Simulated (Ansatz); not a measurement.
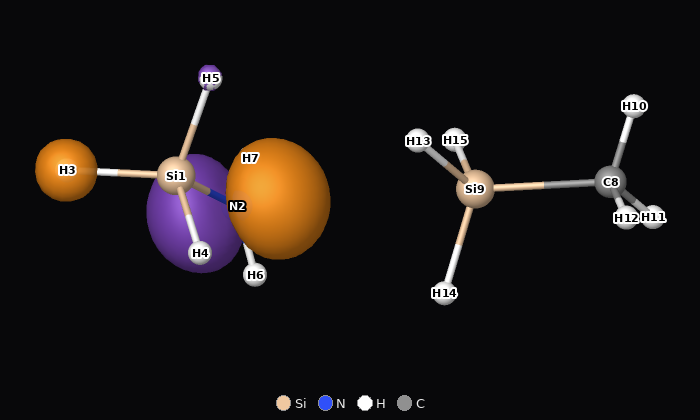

CH₁₁NSi₂. The HOMO at ±0.2 Å⁻³ᐟ² (orange and purple are the two phases), seen from one side.

At this geometry the atoms fall into two loosely joined parts.

These are results of RKS PBE-D4/6-31G (Ansatz 0.2.0), not measurements.

Input file:

```
crystal:
  periodic: [false, false, false]
  atoms:
    - { symbol: Si, position_ang: [0.5143, -0.2395, -2.9392] }
    - { symbol: "N", position_ang: [-0.7996, 0.7059, -2.351] }
    - { symbol: H, position_ang: [0.7153, 0.2035, -4.3175] }
    - { symbol: H, position_ang: [1.6406, 0.0842, -2.0677] }
    - { symbol: H, position_ang: [0.3008, -1.6967, -2.9358] }
    - { symbol: H, position_ang: [-1.0026, 0.6861, -1.3643] }
    - { symbol: H, position_ang: [-1.6606, 0.7123, -2.8735] }
    - { symbol: C, position_ang: [0.6645, -0.0697, 3.1145] }
    - { symbol: Si, position_ang: [-0.5402, -0.0467, 1.6532] }
    - { symbol: H, position_ang: [0.9671, -1.0838, 3.3606] }
    - { symbol: H, position_ang: [0.2138, 0.3635, 4.0034] }
    - { symbol: H, position_ang: [1.5644, 0.4973, 2.8926] }
    - { symbol: H, position_ang: [0.0647, -0.7127, 0.4965] }
    - { symbol: H, position_ang: [-0.8668, 1.3407, 1.3065] }
    - { symbol: H, position_ang: [-1.7757, -0.7446, 2.0217] }
basis:
  gaussian: { orbitals: "6-31G" }
hamiltonian:
  xc: pbe
  dispersion: d4
relax:
  f_tol: 0.02
  max_steps: 40
scf:
  lower_state_search: "off"
output:
  orbitals: {}
```

Command:

```sh
ansatz run input.yaml --threads 1 --pin off --max-ram 2048MiB --backend cpu --events-out ev --progress --plain --runs-dir out
```

The fields are those of the relaxed geometry.

Question: What is the character of this orbital?

Answer: Its weight (Hirshfeld) is mainly on N2 (about 65 %) and H3 (about 5 %); largely a lone pair of N2. Its energy is −5.26 eV.
